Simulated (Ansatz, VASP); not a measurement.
# SrScIr2 in two plane-wave programs, part 2 of 2

Wanted: the spread between two codes on one cell, functional and k mesh. The cell is generated by rule, not measured, and may not be a known phase. The cell is taken from a series of VASP runs on this material, whose earlier steps may have relaxed, scaled or displaced it; both programs get it as it stands. Valence electrons are named where the data sets of a main pair hold unlike numbers.

VASP 6.6.1 and Ansatz 0.2.0.

So far. Step 3 (Ansatz: single point, r2SCAN): The run ends at a pressure of -0.67 GPa.

## 5. VASP: band structure, r2SCAN, spin-orbit coupling

Level of this step: r2SCAN, spin-orbit coupling; plane waves and PAW (Sr_sv, Sc_sv, Ir); invented cell (VASP).

With cell and atoms fixed, the geometry can't cause a difference; cores, projectors, grids and the points listed under the comparison can.

INCAR

```
SYSTEM = SrScIr2
PREC = Accurate
ENCUT = 400
EDIFF = 1E-06
NELM = 100
ISMEAR = 0
SIGMA = 0.05
LREAL = .FALSE.
ALGO = Normal
METAGGA = R2SCAN
LASPH = .TRUE.
LNONCOLLINEAR = .TRUE.
MAGMOM = 0 0 0 0 0 0 0 0 0 0 0 0
NBANDS = 50
GGA_COMPAT = .FALSE.
LSORBIT = .TRUE.
LMAXMIX = 4
LORBIT = 11
LWAVE = .FALSE.
LCHARG = .FALSE.
KPAR = 2
```

POSCAR

```
SrScIr2
1.0
    4.6319270953     -0.0000000003      0.0000000000
   -2.3159635533      4.0113665349      0.0000000000
    0.0000000000      0.0000000000      5.2559482474
Sr Sc Ir
1 1 2
Direct
    0.6666666700      0.3333333300      0.5000000000
    0.3333333300      0.6666666700      0.5000000000
    0.3333333300      0.6666666700      0.0000000000
    0.6666666700      0.3333333300      0.0000000000
```

KPOINTS

```
Automatic mesh
0
Gamma
5 5 4
0 0 0
```

KPOINTS_OPT

```
Line mode
16
Line-mode
Reciprocal
  0.00000000   0.00000000   0.00000000 GAMMA
  0.50000000   0.00000000   0.00000000 M

  0.50000000   0.00000000   0.00000000 M
  0.33333333   0.33333333   0.00000000 K

  0.33333333   0.33333333   0.00000000 K
  0.00000000   0.00000000   0.00000000 GAMMA

  0.00000000   0.00000000   0.00000000 GAMMA
  0.00000000   0.00000000   0.50000000 A

  0.00000000   0.00000000   0.50000000 A
  0.50000000   0.00000000   0.50000000 L

  0.50000000   0.00000000   0.50000000 L
  0.33333333   0.33333333   0.50000000 H

  0.33333333   0.33333333   0.50000000 H
  0.00000000   0.00000000   0.50000000 A

  0.50000000   0.00000000   0.50000000 L
  0.50000000   0.00000000   0.00000000 M

  0.33333333   0.33333333   0.00000000 K
  0.33333333   0.33333333   0.50000000 H
```

PAW data sets: Sr_sv, Sc_sv and Ir (PBE family, release 64).

Launch:

```
$ mpirun -np 2 vasp_ncl
```

Numbers of over 12 decimals in the logs are rounded to 6 here.

Log:

```text
[banner, memory and clock lines left out]
running    2 mpi-ranks, on    1 nodes
[...]
[... a notice as in an earlier step ...]

 LDA part: xc-table for (None), standard interpolation
 POSCAR, INCAR and KPOINTS ok, starting setup
[...]
entering main loop
       N       E                     dE             d eps       ncg     rms          rms(c)
DAV:   1     0.373532515250E+03    0.37353E+03   -0.15386E+04  2140   0.129E+03
DAV:   2    -0.813201433469E+02   -0.45485E+03   -0.44412E+03  2124   0.499E+02
DAV:   3    -0.134379351310E+03   -0.53059E+02   -0.49268E+02  3446   0.161E+02
DAV:   4    -0.139994443601E+03   -0.56151E+01   -0.53189E+01  3624   0.543E+01
[...]
DAV:  17    -0.127061619749E+03   -0.11010E-04   -0.40164E-05  2704   0.426E-02    0.223E-02
DAV:  18    -0.127061617115E+03    0.26341E-05   -0.11215E-05  2900   0.249E-02    0.561E-03
DAV:  19    -0.127061617863E+03   -0.74809E-06   -0.18743E-06  2298   0.114E-02
   1 F= -.12706162E+03 E0= -.12705793E+03  d E =-.737027E-02  mag=    -0.0000    -0.0000    -0.0000
 Start KPOINTS_OPT (optional k-point list driver)
k-point batch [1-21\144]
       N       E                     dE             ncg
DAV:   1     0.302717204179E+04   -0.64587E+04     2172
DAV:   2    -0.672777424141E+04   -0.97549E+04     2116
DAV:   3    -0.780614713536E+04   -0.10784E+04     3190
DAV:   4    -0.792167755246E+04   -0.11553E+03     3552
[...]
DAV:   9    -0.792901259141E+04   -0.44509E-04     3464
DAV:  10    -0.792901259324E+04   -0.18330E-05     2000
DAV:  11    -0.792901259344E+04   -0.20104E-06     1768
[...]
k-point batch [127-144\144]
       N       E                     dE             ncg
DAV:   1     0.495287811357E+04   -0.14995E+05     1856
DAV:   2    -0.328505168417E+04   -0.82379E+04     1808
DAV:   3    -0.415826591186E+04   -0.87321E+03     2832
DAV:   4    -0.425103415166E+04   -0.92768E+02     3024
[...]
DAV:   9    -0.425834216987E+04   -0.87881E-04     3070
DAV:  10    -0.425834217683E+04   -0.69652E-05     2120
DAV:  11    -0.425834217722E+04   -0.38943E-06     1572
```

OUTCAR, selected parts (step 5):

```text
  Total       -0.0895306     -0.0895306      1.2004377      0.0000000     -0.0000000      0.0000000
  in kB       -1.4688489     -1.4688489     19.6945043      0.0000000     -0.0000000      0.0000000
  external PRESSURE =       5.5856022 kB  Pullay stress =       0.0000000 kB

 POSITION                                       TOTAL-FORCE (eV/Angst)
 -----------------------------------------------------------------------------------
      2.31596      1.33712      2.62797         0.000000      0.000000      0.000000
     -0.00000      2.67424      2.62797         0.000000     -0.000000      0.000000
     -0.00000      2.67424      0.00000         0.000000      0.000000      0.000000
      2.31596      1.33712      0.00000        -0.000000      0.000000      0.000000
 -----------------------------------------------------------------------------------
    total drift:                                0.000011     -0.000006     -0.000000

  FREE ENERGIE OF THE ION-ELECTRON SYSTEM (eV)
  ---------------------------------------------------
  free  energy   TOTEN  =      -127.0616178628 eV

  energy  without entropy=     -127.0542475881  energy(sigma->0) =     -127.05793273

 magnetization (x)
# of ion       s       p       d       tot
------------------------------------------
    1        0.000  -0.000   0.000   0.000
    2        0.000   0.000   0.000   0.000
    3        0.000  -0.000   0.000   0.000
    4       -0.000   0.000  -0.000  -0.000
--------------------------------------------------
tot          0.000   0.000  -0.000  -0.000

 magnetization (y)
# of ion       s       p       d       tot
------------------------------------------
    1       -0.000  -0.000   0.000   0.000
    2       -0.000  -0.000   0.000   0.000
    3       -0.000   0.000  -0.000  -0.000
    4        0.000  -0.000   0.000   0.000
--------------------------------------------------
tot         -0.000  -0.000   0.000  -0.000

 magnetization (z)
# of ion       s       p       d       tot
------------------------------------------
    1       -0.000  -0.000  -0.000  -0.000
    2       -0.000   0.000  -0.000  -0.000
    3        0.000  -0.000  -0.000  -0.000
    4        0.000  -0.000   0.000  -0.000
--------------------------------------------------
tot         -0.000  -0.000  -0.000  -0.000

[... 1 part as in an earlier step ...]

[... 2 further parts left out ...]
[key lines of the parts left out:]
E-fermi :   3.7694
```

The run ends at a pressure of 0.56 GPa.

## 6. Ansatz: band structure, r2SCAN, spin-orbit coupling

The same cell, functional, mesh and smearing now go to Ansatz, which takes its cutoff from its data sets.

The cell is taken from a series of VASP runs on this material, whose earlier steps may have relaxed, scaled or displaced it; both programs get it as it stands.

input.yaml

```yaml
crystal:
  lattice:
    - [4.6319270953, -3.0e-10, 0.0]
    - [-2.3159635533, 4.0113665349, 0.0]
    - [0.0, 0.0, 5.2559482474]
  atoms:
    - { symbol: Sr, position: [0.66666667, 0.33333333, 0.5] }
    - { symbol: Sc, position: [0.33333333, 0.66666667, 0.5] }
    - { symbol: Ir, position: [0.33333333, 0.66666667, 0.0] }
    - { symbol: Ir, position: [0.66666667, 0.33333333, 0.0] }
hamiltonian:
  xc: r2scan
  pseudopotentials: { kind: paw_fr }
magnetization:
  noncollinear: true
  spin_orbit: true
kpoints:
  mp_grid: { grid: [5, 5, 4] }
  band_path:
    path:
      - [0.0, 0.0, 0.0]
      - [0.13333, 0.0, 0.0]
      - [0.3, 0.0, 0.0]
      - [0.46667, 0.0, 0.0]
      - [0.46667, 0.06667, 0.0]
      - [0.41111, 0.17778, 0.0]
      - [0.35556, 0.28889, 0.0]
      - [0.28889, 0.28889, 0.0]
      - [0.17778, 0.17778, 0.0]
      - [0.06667, 0.06667, 0.0]
      - [0.0, 0.0, 0.03333]
      - [0.0, 0.0, 0.2]
      - [0.0, 0.0, 0.36667]
      - [0.0, 0.0, 0.5]
      - [0.16667, 0.0, 0.5]
      - [0.3, 0.0, 0.5]
      - [0.46667, 0.0, 0.5]
      - [0.46667, 0.06667, 0.5]
      - [0.41111, 0.17778, 0.5]
      - [0.35556, 0.28889, 0.5]
      - [0.28889, 0.28889, 0.5]
      - [0.17778, 0.17778, 0.5]
      - [0.06667, 0.06667, 0.5]
      - [0.5, 0.0, 0.46667]
      - [0.5, 0.0, 0.3]
      - [0.5, 0.0, 0.13333]
      - [0.33333, 0.33333, 0.0]
      - [0.33333, 0.33333, 0.16667]
      - [0.33333, 0.33333, 0.33333]
      - [0.33333, 0.33333, 0.5]
    npoints: 1
scf:
  occupations: { method: gaussian, width: 0.05 }
  n_extra_bands: 16
output:
  forces: true
  stress: true
  eigenvalues: true
  write_density: true
  write_potential: true
  elf: true
  volumetric_format: npy
```

Launch:

```
$ ansatz run input.yaml --threads 2 --pin off --max-ram 4608MiB --backend cpu --events-out ev --progress --plain --runs-dir out
```

Log:

```text
[...]
non-collinear run that drives no moment, with spin-orbit: no starting moment large enough to seed its density (crystal.atoms[].spin), no starting occupations that ask for one, no magnetisation constraint and no magnetic field, so the semilocal B_xc is pinned to zero
Crystal: 4 atoms, lattice volume = 97.657 Å³
[...]
k-point 1: bands = [... 51 lower, 10.3078, 10.6272, 10.6272, 10.9942, 11.0062, 12.7923, 12.7923, 13.1398, ... 12 higher]
  k-point 2: bands = [... 51 lower, 10.6650, 11.1265, 11.1265, 11.4429, 11.4429, 12.0776, 12.0776, 12.5307, ... 12 higher]
  k-point 14: bands = [... 51 lower, 11.1286, 11.3661, 11.4028, 11.6166, 11.7239, 11.7657, 11.8614, 12.6463, ... 12 higher]
[key lines of the parts left out:]
SCF converged after 13 iterations
Magnetization: |M| = 0.0000 μB,  M = (+0.0000, +0.0000, +0.0000) μB
Free energy (F): -29533.488406 eV
Fermi energy:    11.620844 eV
P = ⅓ Tr σ = -0.1914 GPa (-1.914 kbar)
```

Elapsed: 2.3 min, on 2 threads of Arm Neoverse N1, shared host; peak memory 1.1 GiB; 4.5 min of CPU time.

## 7. Differences

What differs besides the data sets and the points named for the pairs above, as far as they apply: spin-orbit coupling enters by fully relativistic files in Ansatz and inside the spheres in VASP; the data sets hold 55 valence electrons in Ansatz (on its fully relativistic PAW (standard-fr) files) and 39 in VASP. Total energies have different zeros and are not compared.

The two programs side by side:

```csv
quantity,Ansatz,VASP,difference
pressure (GPa),-0.19,0.56,-0.75
pressure without Ansatz's Pulay correction (GPa),-0.25,0.56,-0.81
```

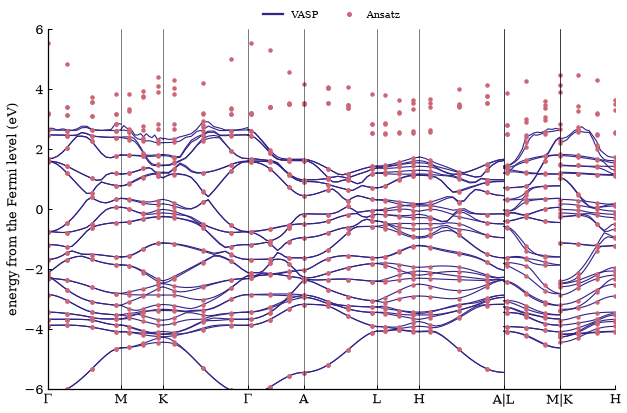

Bands from VASP (lines) and levels from Ansatz (dots). Dots without a line are higher empty bands that the VASP plot leaves out.

Levels from 3 eV below to 2 eV above the Fermi level differ by 10 meV r.m.s. and 28 meV at most; each VASP level is matched to the nearest of Ansatz, which flatters the figure a little. Ansatz's pressure holds a Pulay correction of 0.06 GPa; VASP's holds none.

## 8. Outcome

```json
{
 "difference in pressure (single point, r2SCAN)": "-0.68 GPa",
 "r.m.s. difference of levels near the Fermi level (band structure, r2SCAN, spin-orbit coupling)": "10 meV",
 "difference in pressure (band structure, r2SCAN, spin-orbit coupling)": "-0.75 GPa"
}
```

What this shows: The difference in pressure is -0.75 GPa (band structure, r2SCAN, spin-orbit coupling), within the 1 GPa picked in this series as the mark of a large difference. The data sets hold unlike numbers of valence electrons (55 in Ansatz and 39 in VASP), so part of the differences comes from the potentials. How closely two codes agree says nothing of how well the functional describes the real material.

[Lines on the potential files, build, host, timing and source positions are cut from VASP's logs without a mark.]

[Logs are printed without paths, hosts, clocks, repeated set-up lines and the standing remarks that a program may print on its own settings, such as how far it seeks lower states.]

[Hosts, paths, dates, database ids (printed as entryN), source tags and the programs' standing remarks are cut or masked in the printed files.]
